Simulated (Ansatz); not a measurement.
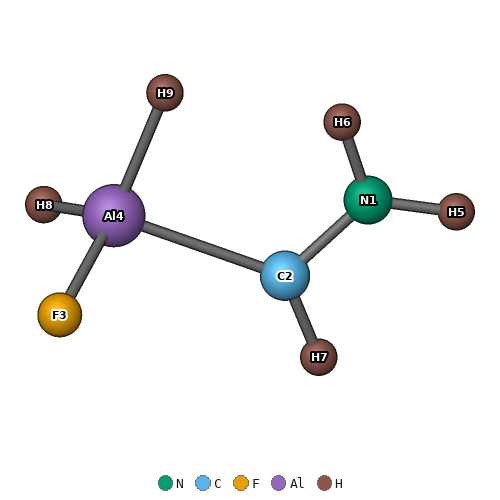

The system is CH₅AlFN; the picture shows the reference structure. 
- The first coordinate is: bond length N1–C2; the second: dihedral H5–N1–C2–Al4.
- Nothing is relaxed (all other coordinates rigid).
- The grid has 15 × 15 points.
- All energies are given in eV relative to the lowest grid point.
- Energies and slopes of some neighbouring points disagree (a jump in structure or state, or too coarse a mesh). The reference is spin-restricted, which grows unreliable where a bond is stretched far.
- Method: RKS PBE0-D4/def2-TZVP (Ansatz).

Its coordinates:

```xyz
9

N    -0.1452    1.1747   -0.8497
C     0.4491    0.0414   -0.7333
F     1.3703   -1.2191    1.8318
Al   -0.0651   -1.0020    0.9941
H    -0.0543    1.8024   -1.6408
H    -0.7585    1.4538   -0.0808
H     1.0934   -0.1922   -1.5849
H    -0.8111   -2.3274    0.5045
H    -0.9899    0.2223    1.5420
```

Range: bond length N1–C2 from 1.054 to 1.927 Å; dihedral H5–N1–C2–Al4 from −180 to 156°.

What landscape does the calculation give?

The lowest grid point is at bond length N1–C2 = 1.303 Å, dihedral H5–N1–C2–Al4 = −180°. Other grid points that lie below all their neighbours: bond length N1–C2 = 1.303 Å, dihedral H5–N1–C2–Al4 = 12° (0.13 eV higher). The highest grid point, bond length N1–C2 = 1.054 Å, dihedral H5–N1–C2–Al4 = −84°, lies 7.44 eV above the lowest.

```tsv
dihedral H5–N1–C2–Al4 ↓, bond length N1–C2 →	1.054	1.116	1.179	1.241	1.303	1.366	1.428	1.491	1.553	1.615	1.678	1.740	1.803	1.865	1.927
156	3.38	1.81	0.90	0.49	0.40	0.55	0.85	1.25	1.71	2.20	2.72	3.22	3.73	4.21	4.68
132	4.58	2.96	2.00	1.52	1.36	1.44	1.67	2.00	2.40	2.83	3.29	3.74	4.20	4.64	5.07
108	6.36	4.65	3.57	2.97	2.70	2.65	2.77	2.99	3.29	3.63	4.01	4.39	4.78	5.17	5.54
84	6.97	5.21	4.06	3.39	3.05	2.95	3.01	3.19	3.45	3.76	4.10	4.46	4.83	5.20	5.55
60	5.06	3.42	2.42	1.90	1.70	1.74	1.93	2.23	2.59	2.99	3.42	3.85	4.29	4.71	5.12
36	3.71	2.13	1.21	0.77	0.66	0.78	1.06	1.44	1.88	2.35	2.84	3.33	3.82	4.29	4.75
12	3.03	1.48	0.59	0.19	0.13	0.29	0.61	1.03	1.51	2.02	2.55	3.07	3.59	4.08	4.56
−12	3.11	1.56	0.67	0.27	0.20	0.37	0.68	1.10	1.57	2.08	2.61	3.13	3.65	4.14	4.61
−36	3.94	2.36	1.43	0.99	0.88	0.99	1.26	1.64	2.07	2.53	3.02	3.50	3.99	4.45	4.90
−60	5.42	3.77	2.77	2.24	2.03	2.06	2.24	2.52	2.87	3.26	3.68	4.10	4.52	4.93	5.33
−84	7.44	5.65	4.46	3.75	3.37	3.23	3.26	3.42	3.66	3.95	4.28	4.63	4.99	5.34	5.69
−108	5.94	4.23	3.17	2.58	2.33	2.30	2.43	2.67	2.98	3.34	3.73	4.12	4.53	4.92	5.30
−132	4.28	2.66	1.70	1.22	1.08	1.16	1.40	1.74	2.15	2.59	3.05	3.52	3.98	4.43	4.86
−156	3.20	1.64	0.74	0.33	0.25	0.40	0.70	1.11	1.57	2.07	2.59	3.10	3.61	4.10	4.56
−180	2.87	1.33	0.45	0.06	0.00	0.17	0.50	0.92	1.41	1.92	2.46	2.99	3.51	4.01	4.49
```

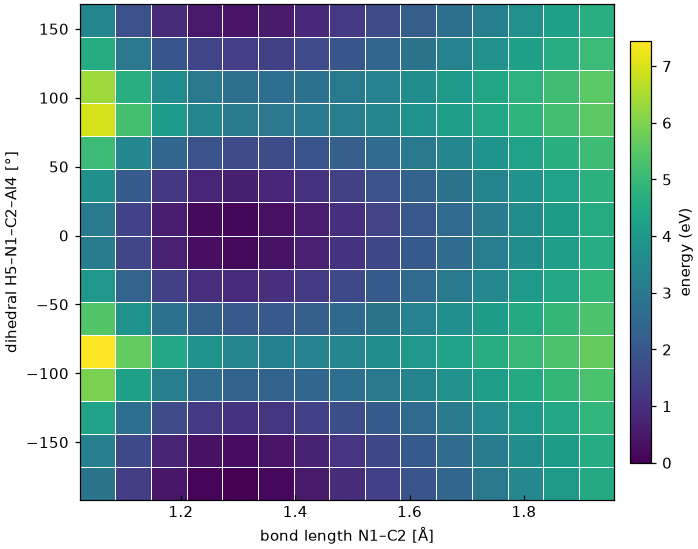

The picture shows one coloured cell a grid point.

Each point was launched as `ansatz run input.yaml --threads 1 --pin off --max-ram 2560MiB --backend cpu --events-out ev --progress --plain --runs-dir out`. Time for the 225 points that were run: 13 min on 1 thread of Intel(R) Xeon(R) 6975P-C (Granite Rapids), on a shared host.
